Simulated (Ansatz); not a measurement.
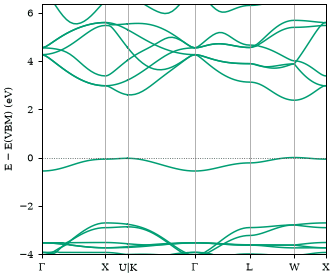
Figure: Band structure from DFT-r²SCAN+D4 in the program Ansatz with PAW potentials

**Question.** Read off the gap and where the band edges lie.

**Answer.** About 2.4 eV (2.37 eV by a search for the band edges); maximum at W, minimum at W.

**Question.** Which compound is it?
(A) C, diamond
(B) Tl3GaF6, Fm-3m (Tl on 8c, Tl on 4b, Ga on 4a, F on 24e)
(C) Tl2InGaF6, Fm-3m (Tl on 8c, In on 4a, Ga on 4b, F on 24e)

**Answer.** C, Tl2InGaF6, Fm-3m (Tl on 8c, In on 4a, Ga on 4b, F on 24e)

The workflow started from a Materials Project entry (that database holds measured and hypothetical structures alike); the Crystallography Open Database copy checked does not list it. Its standing as an ambient phase is unchecked. Symmetry was held in the r²SCAN+D4 relaxation; its stability against distortions is not shown here. Spin–orbit coupling is left out wherever it is not named.

Potentials: the later of the program's two PAW sets.
